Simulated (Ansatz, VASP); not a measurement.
**Te: VASP beside Ansatz**

One calculation is typed for both programs; each brings its own data sets and cutoff. How far apart do they land? The cell comes out of the VASP series on this material, whose earlier steps may have relaxed, scaled or displaced it; both programs get it as it stands.

Main program and level: Ansatz 0.2.0; plane waves, with VASP 6.6.1 beside it; band structure at HSE06.

**1. Set-up**

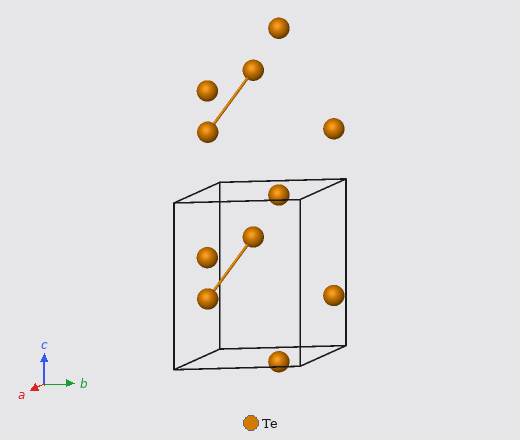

The starting structure, seen slightly off an axis (tellurium orange). 1×1×2 cells are drawn. Bonds to atoms that aren't drawn are left out. Some periodic images of atoms are drawn too.

**2. Ansatz: band structure, HSE06**

Ansatz runs on its default PAW (the set named soft_2) files.

Levels along a path test the potential and the projectors away from the mesh points.

Input file input.yaml:

```yaml
crystal:
  lattice:
    - [4.4833029524, 0.0, 0.0]
    - [-2.2416514762, 3.8826542496, 0.0]
    - [0.0, 0.0, 5.9449296644]
  atoms:
    - { symbol: Te, position: [0.2646617998, 0.0, 0.3333333333] }
    - { symbol: Te, position: [0.0, 0.2646617998, 0.6666666667] }
    - { symbol: Te, position: [0.7353382002, 0.7353382002, 0.0] }
hamiltonian:
  xc: { exchange: pbe, correlation: pbe, exx: { coeff: 0.25, omega: 0.2 } }
  pseudopotentials: { kind: paw }
kpoints:
  mp_grid: { grid: [4, 4, 3] }
  band_path:
    path:
      - [0.0, 0.0, 0.0]
      - [0.4, 0.0, 0.0]
      - [0.4, 0.2, 0.0]
      - [0.2, 0.2, 0.0]
      - [0.0, 0.0, 0.1]
      - [0.0, 0.0, 0.5]
      - [0.4, 0.0, 0.5]
      - [0.4, 0.2, 0.5]
      - [0.36667, 0.26667, 0.5]
      - [0.33333, 0.33333, 0.5]
      - [0.2, 0.2, 0.5]
      - [0.5, 0.0, 0.4]
      - [0.33333, 0.33333, 0.0]
      - [0.33333, 0.33333, 0.5]
    npoints: 1
scf:
  occupations: { method: gaussian, width: 0.05 }
  n_extra_bands: 7
output:
  forces: true
  stress: true
  eigenvalues: true
```

On the command line:

```console
$ ansatz run input.yaml --threads 4 --pin off --max-ram 9216MiB --backend cpu --events-out ev --progress --plain --runs-dir out
```

Numbers of over 12 decimals in the logs are rounded to 6 here.

What it wrote:

```text
Warning: output.stress: scf.convergence.dr2_threshold = 1e-7 eV (the SCF's general default) is looser than the 3e-10 eV advised for a printed stress (1e-10 eV for each atom of the cell: 3). What an SCF threshold leaves in a stress goes as its square root, and in the free energy as the threshold itself, and one threshold admits the most on a small cell: [figures from the program's tests cut] Set scf.convergence.dr2_threshold to 3e-10 eV or tighter. The threshold is an SCF's pass mark: one that does not reach it within its budget of iterations ends unconverged, or closes short of it on a stop that the run arms, and scf.convergence.dr2_threshold's page says what that costs each kind of run
Warning: output.stress: scf.exx.energy_threshold = 1e-6 eV is looser than the 3e-8 eV advised for a stress under a hybrid functional (1e-8 eV for each atom of the cell: 3). Every SCF of the exchange loop can meet its threshold on dr2 while the loop round them stops early: no threshold on dr2 bounds what that leaves in the stress. Set scf.exx.energy_threshold to 3e-8 eV or tighter. The threshold is the loop's pass mark: a loop that does not reach it within its budget of cycles ends unconverged, and scf.exx.energy_threshold's page has the law
scf.n_extra_bands = 7 over 24 filled bands (N_el = 48.0): the run solves 31 bands
Engine: ansatz 0.2.0, aarch64-unknown-linux-gnu
Pseudopotentials: kind: paw
Pseudopotential: Te, paw, valence charge 16, recommended cutoff 420 eV (normal), Te.paw.azcp
Functional definition: unnamed
  parameter a_1 = 0.25
  parameter omega_1 = 0.2/angstrom
  exchange = pbe_x + (-a_1)*pbe_x_sr(omega_1) + a_1*exact_x_sr(omega_1)
  correlation = pbe_c
Crystal: 3 atoms, lattice volume = 103.484 Å³
Basis set: ecut = 420 eV, 2041 PW (Γ), exchange–correlation on 60×60×80 points (8 copies of the dense FFT grid, shifted against one another)
Bands: 31, of which v1, the nominal top of the filled ones, is band 24 counted from 1 (23 counted from 0)
Symmetry: 6 space group operations
Space group: P3121 (ITA 152), of the structure as read, at distance tolerance 4.7e-5 Å
k-points: 9 of 48 (time reversal used)
Non-local potential: Te, projectors of the file, l = 0: 2, l = 1: 2, l = 2: 2, l = 3: 2
PAW form: soft (Blöchl's): semilocal exchange-correlation on the pseudo side does not see the compensation charge
PAW frozen core: Te, regenerated for the run's functional, and the local potential with it (the file was generated under x = pbe(κ = 0.804, μ = 0.219515), c = pbe(β = 0.066725))
PAW one-centre angular grid: Te, 590 points (default); XC on 64 Gauss nodes
Initial density: superposition of atomic densities (neutral atoms: chi_scale 0, normalization atom), corrected by the library's trained network
Initial wavefunctions: pseudopotential atomic-orbital guess
Functional: x = pbe(κ = 0.804, μ = 0.219515), c = pbe(β = 0.066725), warm-up for x = pbe(κ = 0.804, μ = 0.219515) + 0.25 (exact − pbe) at short range (hse, ω = 0.2 Å⁻¹), c = pbe(β = 0.066725)
SCF iter   1: F=—  HF=-20939.833680 eV  |F-HF|=—  |Δ(HF+E_count)|=         —  Δρ=1.32e-3  dr2=1.18e-3  ethr=1.77e-3  ⟨swp⟩=12.4  Hψ=1259  notcnv=0
preconditioner: auto → none  [insulator: Δε(μ)=0.868 eV  Ē_g=9.827 eV  σ=0.050 eV  W_gap=1.00  n_scr=22 (ndim 8)  ℏωp=15.5 eV  f_vac=0.030  D(μ)=0.00/eV (n_scr^D=0)]
SCF iter   2: F=—  HF=-20939.835290 eV  |F-HF|=—  |Δ(HF+E_count)|=   1.61e-3  Δρ=6.45e-4  dr2=2.26e-4  ethr=2.46e-6  ⟨swp⟩=5.2  Hψ=841  notcnv=0  defer=8
SCF iter   3: F=-20939.835723 eV  HF=-20939.835659 eV  |F-HF|=6.31e-5  |Δ(HF+E_count)|=   3.69e-4  Δρ=2.54e-4  dr2=3.78e-5  ethr=4.70e-7  ⟨swp⟩=3.2  Hψ=594  notcnv=0  defer=3
SCF 1 stopped early in 3 iterations: F = -20939.835723 eV  dr2 = 3.78e-5
  greatest PAW one-centre occupation: 0.998 electrons in one spin orbital (limit 2), on the Te atom at site 1 (counted from 0), in its partial waves of l = 2
Initial density: handed on by an earlier stage of this run
Initial wavefunctions: those handed on with the density
Functional: x = pbe(κ = 0.804, μ = 0.219515) + 0.25 (exact − pbe) at short range (hse, ω = 0.2 Å⁻¹), c = pbe(β = 0.066725)
Exchange kernel: α = 0.2500, screened, ω = 0.2000 Å⁻¹, Wigner–Seitz truncation, v(0) = 1121.8535 eV·Å³, q-mesh 4×4×3, nearest image of the exchange supercell L = 17.83 Å, pair-density grid 20×20×27, without the augmentation charges, whose exchange is taken in its separable form by FFT convolution over the k-point mesh (sized by the pseudopotential files, 27×27×40 at the most), smooth part of the exact exchange by density-matrix convolution
Frozen-core exchange: fock
SCF iter   1: F=—  HF=-20952.918623 eV  |F-HF|=—  |Δ(HF+E_count)|=         —  Δρ=4.04e-3  dr2=1.20e-2  ethr=7.89e-7  ⟨swp⟩=9.3  Hψ=1363  notcnv=0
preconditioner: auto → none  [insulator: Δε(μ)=1.329 eV  Ē_g=10.996 eV  σ=0.050 eV  W_gap=1.00  n_scr=22 (ndim 8)  ℏωp=15.5 eV  f_vac=0.028  D(μ)=0.00/eV (n_scr^D=0)]
SCF iter   2: F=—  HF=-20952.915054 eV  |F-HF|=—  |Δ(HF+E_count)|=   3.57e-3  Δρ=1.74e-3  dr2=3.39e-3  ethr=7.89e-7  ⟨swp⟩=4.0  Hψ=931  notcnv=0
SCF iter   3: F=—  HF=-20952.925715 eV  |F-HF|=—  |Δ(HF+E_count)|=   1.07e-2  Δρ=9.99e-4  dr2=8.70e-4  ethr=7.89e-7  ⟨swp⟩=4.0  Hψ=821  notcnv=0
iter 4 solved again at ethr=1.93e-8 eV; its pass at ethr=7.89e-7 eV (dr2=9.28e-6 eV) is discarded
SCF iter   4: F=—  HF=-20952.925488 eV  |F-HF|=—  |Δ(HF+E_count)|=   2.27e-4  Δρ=1.12e-4  dr2=6.63e-5  ethr=1.93e-8  ⟨swp⟩=4.2  Hψ=1316  notcnv=0
eigensolver tolerance schedule: the retry pair's looser diagonalisation over-reported the residual by 0.12 of it (diagonalisation noise at 0.12 of the residual, at the tolerance the schedule requests for it); recorded, not acted on — ethr = c·dr2/N_el stays at c = 1.0e-1
SCF iter   5: F=—  HF=-20952.925799 eV  |F-HF|=—  |Δ(HF+E_count)|=   3.11e-4  Δρ=1.17e-4  dr2=1.36e-5  ethr=1.73e-8  ⟨swp⟩=4.1  Hψ=788  notcnv=0
SCF iter   6: F=-20952.925797 eV  HF=-20952.925797 eV  |F-HF|=3.14e-8  |Δ(HF+E_count)|=   2.56e-6  Δρ=7.42e-6  dr2=2.29e-6  ethr=1.73e-8  ⟨swp⟩=3.0  Hψ=526  notcnv=0
SCF 2 stopped early in 6 iterations: F = -20952.925797 eV  dr2 = 2.29e-6
  Residual-converged pass: ⟨swp⟩=4.0  Hψ=815  notcnv=0  max |occ|·‖R‖ = 6.1e-6 eV (tolerance 6.7e-6 eV)  dr2=2.29e-6  dr2_onsite=4.91e-9  max |Δocc| = 1.0e-88
  greatest PAW one-centre occupation: 0.998 electrons in one spin orbital (limit 2), on the Te atom at site 0 (counted from 0), in its partial waves of l = 2
hybrid outer 1: dexx = +1.340e-2 eV, tail = 1.68e-4 eV
Exchange kernel: α = 0.2500, screened, ω = 0.2000 Å⁻¹, Wigner–Seitz truncation, v(0) = 1121.8535 eV·Å³, q-mesh 4×4×3, nearest image of the exchange supercell L = 17.83 Å, pair-density grid 20×20×27, without the augmentation charges, whose exchange is taken in its separable form by FFT convolution over the k-point mesh (sized by the pseudopotential files, 27×27×40 at the most), smooth part of the exact exchange by density-matrix convolution
Frozen-core exchange: fock
SCF iter   1: F=—  HF=-20952.925896 eV  |F-HF|=—  |Δ(HF+E_count)|=         —  Δρ=3.99e-5  dr2=1.76e-6  ethr=1.75e-6  ⟨swp⟩=4.4  Hψ=594  notcnv=0
preconditioner: auto → none  [insulator: Δε(μ)=1.384 eV  Ē_g=11.017 eV  σ=0.050 eV  W_gap=1.00  n_scr=22 (ndim 8)  ℏωp=15.5 eV  f_vac=0.028  D(μ)=0.00/eV (n_scr^D=0)]
SCF iter   2: F=—  HF=-20952.925897 eV  |F-HF|=—  |Δ(HF+E_count)|=   1.62e-6  Δρ=1.86e-5  dr2=3.54e-7  ethr=3.17e-9  ⟨swp⟩=4.2  Hψ=852  notcnv=0  defer=1
SCF iter   3: F=—  HF=-20952.925897 eV  |F-HF|=—  |Δ(HF+E_count)|=   6.58e-8  Δρ=7.66e-6  dr2=2.80e-8  ethr=5.01e-10  ⟨swp⟩=3.9  Hψ=578  notcnv=0  defer=5
SCF iter   4: F=-20952.925897 eV  HF=-20952.925897 eV  |F-HF|=1.20e-9  |Δ(HF+E_count)|=   9.06e-8  Δρ=1.67e-6  dr2=2.17e-9  ethr=4.37e-11  ⟨swp⟩=4.6  Hψ=814  notcnv=0  defer=6
SCF 3 converged in 4 iterations: F = -20952.925897 eV  dr2 = 2.17e-9
  Residual-converged pass: ⟨swp⟩=4.0  Hψ=731  notcnv=0  max |occ|·‖R‖ = 5.1e-7 eV (tolerance 5.4e-7 eV)  dr2=2.15e-9  dr2_onsite=3.65e-10  max |Δocc| = 2.4e-92
hybrid outer 2: dexx = +1.648e-6 eV, tail = 3.08e-8 eV, Δε = 2.16e-3 eV (about 6.99e-5 eV left of the loop's levels), ΔF = 2.04e-3 eV/Å (tail 7.60e-4)
NSCF: frozen V_eff on 14 k-points
hybrid SCF converged: 2 outer / 10 inner (+3 warm-up), last move |dexx| = 1.65e-6 eV, tail = 3.08e-8 eV
Stability not checked: this state was not tested for a lower state beside it, because the functional holds exact exchange (a hybrid, or Hartree-Fock), whose exchange loop this test does not read (fock_operator; see scf.lower_state_search)
Free energy (F): -20952.925898 eV
Frozen-core exchange: fock
Harris-Foulkes:  -20952.925898 eV  (|F-HF|=1.20e-9)
Internal energy: -20952.925898 eV  (E = F + TS)
E sigma→0 (E₀):  -20952.925898 eV
Fermi energy:    8.558712 eV
--- Per-component energies (eV) ---
  E_band       = -910.998949
  E_kinetic    = 538.460603
  E_local      = -3873.372113  (includes V_loc(G=0)·N_el)
  E_nonlocal   = -935.645688
  E_hartree    = 2455.482324
  E_xc         = -299.488604
  E_vxc        = -250.293073  (∫ρ·V_xc dr)
  E_exx        = -135.710087  (= α·E_x^exact, valence–valence)
  E_paw        = -13936.297123  (= ΣΔE_a)
  E_vpaw       = -1029.694247  (= ΣTr[D̂ρ^β])
  E_aug_tail   = -0.000584  (compensation charges beyond the density's cutoff)
  E_ewald      = -4765.813434
  E_core_change = -0.541192  (= ΣΔE_core)
  E_smearing   = -0.000000  (= −TS)
  E_closure    = 0.000000  (closes the sum)
  Σ components = -20952.925898   (vs F -20952.925898, Δ=0.00e0)
--- Forces (eV/Å), atoms counted from 1 ---
  atom   1  Te    -0.26703892     0.00000000    -0.00000000
  atom   2  Te     0.13351946    -0.23126249    -0.00000000
  atom   3  Te     0.13351946     0.23126249     0.00000000
  max |Σ_I F_I| component: 2.31e-18 eV/Å
--- Stress (GPa, compression-positive) ---
       -0.037864       0.000000      -0.000000
        0.000000      -0.037864       0.000000
       -0.000000       0.000000      -1.274809
  P = ⅓ Tr σ = -0.4502 GPa (-4.502 kbar)
--- Band table (eV; the first three rows and the last of 9) ---
  k-point 0: bands = [... 20 lower, 5.2192, 6.3256, 6.3256, 7.2563, 9.7150, 9.7150, 10.3849, 13.8232, ... 3 higher]
  k-point 1: bands = [... 20 lower, 5.4348, 6.5493, 6.7069, 7.1411, 9.2491, 9.2648, 9.5874, 13.0718, ... 3 higher]
  k-point 2: bands = [... 20 lower, 4.4944, 6.5237, 7.0494, 7.2376, 9.5789, 9.8041, 10.6526, 12.6699, ... 3 higher]
  k-point 8: bands = [... 20 lower, 3.7831, 5.6328, 7.1356, 7.8651, 9.4204, 10.3378, 11.4193, 13.6867, ... 3 higher]
```

The job ended after 57 s (4 threads of Arm Neoverse V2, shared host; peak memory 0.99 GiB; 3.5 min of CPU time).

In the SCF lines HF is the Harris–Foulkes energy and dr2 the Hartree energy of the density residual, in eV; the loop may stop once dr2 is under the threshold and the program's other checks hold. Hψ counts applications of the Hamiltonian.

**3. VASP: band structure, HSE06**

The same cell, functional, mesh and smearing now go to VASP, with its own data sets and cutoff.

Lines of VASP's logs that name or quote its potential files are left out, and so is its time.

Input file INCAR:

```
SYSTEM = Te
PREC = Accurate
ENCUT = 400
EDIFF = 1E-06
NELM = 100
ISMEAR = 0
SIGMA = 0.05
LREAL = .FALSE.
ALGO = Normal
LHFCALC = .TRUE.
AEXX = 0.25
GGA = PE
HFSCREEN = 0.2
LASPH = .TRUE.
NBANDS = 15
PRECFOCK = Fast
LORBIT = 11
LWAVE = .FALSE.
LCHARG = .FALSE.
KPAR = 2
```

Input file POSCAR:

```
Te
1.0
    4.4833029524      0.0000000000      0.0000000000
   -2.2416514762      3.8826542496      0.0000000000
    0.0000000000      0.0000000000      5.9449296644
Te
3
Direct
    0.2646617998      0.0000000000      0.3333333333
    0.0000000000      0.2646617998      0.6666666667
    0.7353382002      0.7353382002      0.0000000000
```

Input file KPOINTS:

```
Automatic mesh
0
Gamma
4 4 3
0 0 0
```

Input file KPOINTS_OPT:

```
Line mode
6
Line-mode
Reciprocal
  0.00000000   0.00000000   0.00000000 GAMMA
  0.50000000   0.00000000   0.00000000 M

  0.50000000   0.00000000   0.00000000 M
  0.33333333   0.33333333   0.00000000 K

  0.33333333   0.33333333   0.00000000 K
  0.00000000   0.00000000   0.00000000 GAMMA

  0.00000000   0.00000000   0.00000000 GAMMA
  0.00000000   0.00000000   0.50000000 A

  0.00000000   0.00000000   0.50000000 A
  0.50000000   0.00000000   0.50000000 L

  0.50000000   0.00000000   0.50000000 L
  0.33333333   0.33333333   0.50000000 H

  0.33333333   0.33333333   0.50000000 H
  0.00000000   0.00000000   0.50000000 A

  0.50000000   0.00000000   0.50000000 L
  0.50000000   0.00000000   0.00000000 M

  0.33333333   0.33333333   0.00000000 K
  0.33333333   0.33333333   0.50000000 H
```

PAW data sets: Te (PBE family, release 64).

On the command line:

```console
$ mpirun -np 2 vasp_std
```

What it wrote:

```text
[banner, memory and clock lines left out]
running    2 mpi-ranks, on    1 nodes
 distrk:  each k-point on    1 cores,    2 groups
 distr:  one band on    1 cores,    1 groups

 POSCAR found type information on POSCAR Te
 POSCAR found :  1 types and       3 ions
 LDA part: xc-table for (Slater+PW92), standard interpolation
 found WAVECAR, reading the header
 POSCAR, INCAR and KPOINTS ok, starting setup
 FFT: planning ... GRIDC
 FFT: planning ... GRID_SOFT
 FFT: planning ... GRID
 reading WAVECAR
 the WAVECAR file was read successfully
 initial charge from wavefunction
 entering main loop
       N       E                     dE             d eps       ncg     rms          rms(c)
DAV:   1    -0.118744039594E+02   -0.11874E+02   -0.27646E+00   291   0.105E+01    0.215E+01
DAV:   2    -0.118912794109E+02   -0.16875E-01   -0.62527E-02   412   0.206E+00    0.151E+01
DAV:   3    -0.118904873598E+02    0.79205E-03   -0.83253E-04   347   0.173E-01    0.928E+00
DAV:   4    -0.118901073033E+02    0.38006E-03   -0.11924E-04   419   0.711E-02    0.551E+00
DAV:   5    -0.118899811712E+02    0.12613E-03   -0.51211E-05   419   0.461E-02    0.323E+00
DAV:   6    -0.118899432272E+02    0.37944E-04   -0.18182E-05   412   0.274E-02    0.189E+00
DAV:   7    -0.118899336010E+02    0.96262E-05   -0.65437E-06   404   0.163E-02    0.110E+00
DAV:   8    -0.118899316891E+02    0.19119E-05   -0.22461E-06   326   0.953E-03    0.641E-01
DAV:   9    -0.118899320113E+02   -0.32216E-06   -0.63698E-07   205   0.580E-03
   1 F= -.11889932E+02 E0= -.11889932E+02  d E =-.177977E-12
 Start KPOINTS_OPT (optional k-point list driver)
k-point batch [1-9\54]
       N       E                     dE             ncg
DAV:   1     0.629972882772E+03   -0.20650E+04      270
DAV:   2    -0.336198674729E+02   -0.66359E+03      347
DAV:   3    -0.114657520381E+03   -0.81038E+02      326
DAV:   4    -0.117020615477E+03   -0.23631E+01      412
DAV:   5    -0.117046873669E+03   -0.26258E-01      340
DAV:   6    -0.117047167174E+03   -0.29350E-03      405
DAV:   7    -0.117047170989E+03   -0.38154E-05      278
DAV:   8    -0.117047171073E+03   -0.84445E-07      247
[...]
k-point batch [46-54\54]
       N       E                     dE             ncg
DAV:   1     0.545514593546E+03   -0.37398E+04      270
DAV:   2    -0.866090659088E+02   -0.63212E+03      354
DAV:   3    -0.152875469384E+03   -0.66266E+02      312
DAV:   4    -0.154818665718E+03   -0.19432E+01      412
DAV:   5    -0.154841216862E+03   -0.22551E-01      326
DAV:   6    -0.154841469611E+03   -0.25275E-03      391
DAV:   7    -0.154841472883E+03   -0.32722E-05      248
DAV:   8    -0.154841472965E+03   -0.81914E-07      254
```

(Part 1 of 2 ends here.)

[Lines on the potential files, build, host, timing and source positions are cut from VASP's logs without a mark.]

[Logs are printed without paths, hosts, clocks, repeated set-up lines and the standing remarks that a program may print on its own settings, such as how far it seeks lower states.]

[Hosts, paths, dates, database ids (printed as entryN), source tags and the programs' standing remarks are cut or masked in the printed files.]
